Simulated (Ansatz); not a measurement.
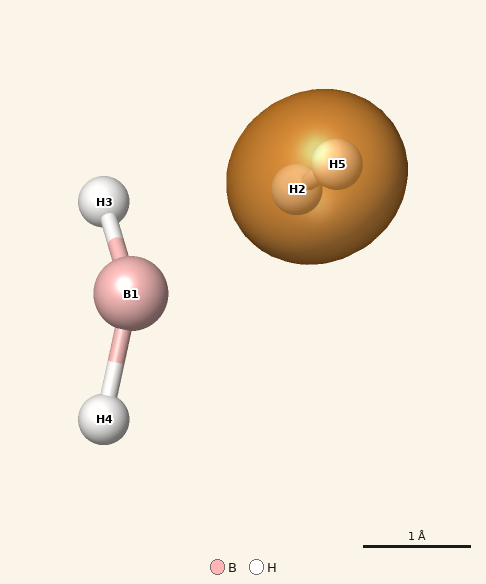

The picture shows: BH₂···H₂ (doublet). The HOMO−1 (β) at ±0.3 Å⁻³ᐟ² (orange and purple are the two phases), seen at an oblique angle.

Computed with UKS PBE0-D4/def2-SVP in Ansatz.

The calculation's input:

```
crystal:
  periodic: [false, false, false]
  atoms:
    - { symbol: B, position_ang: [0.0, 2.0e-06, -0.362764] }
    - { symbol: H, position_ang: [0.0, -4.0e-06, 2.033655] }
    - { symbol: H, position_ang: [1.085007, -1.0e-06, -0.888528] }
    - { symbol: H, position_ang: [-1.085007, -1.0e-06, -0.888528] }
    - { symbol: H, position_ang: [0.0, 3.0e-06, 2.756166] }
magnetization:
  spin_polarized: true
  initial_magnetization: 1
basis:
  gaussian: { orbitals: def2-SVP }
hamiltonian:
  xc: pbe0
  dispersion: d4
relax:
  f_tol: 0.03
  max_steps: 50
output:
  orbitals: {}
```

Launched as:

```sh
ansatz run input.yaml --threads 1 --pin off --max-ram 2048MiB --backend cpu --events-out ev --progress --plain --runs-dir out
```

The fields are those of the relaxed geometry.

### Where does this orbital lie, and at what energy?

Its weight (Hirshfeld) is mainly on H5 (about 50 %) and H2 (about 50 %); it is symmetric in the molecular plane (an in-plane orbital: σ, lone-pair or in-plane π type). Its energy is −11.53 eV.
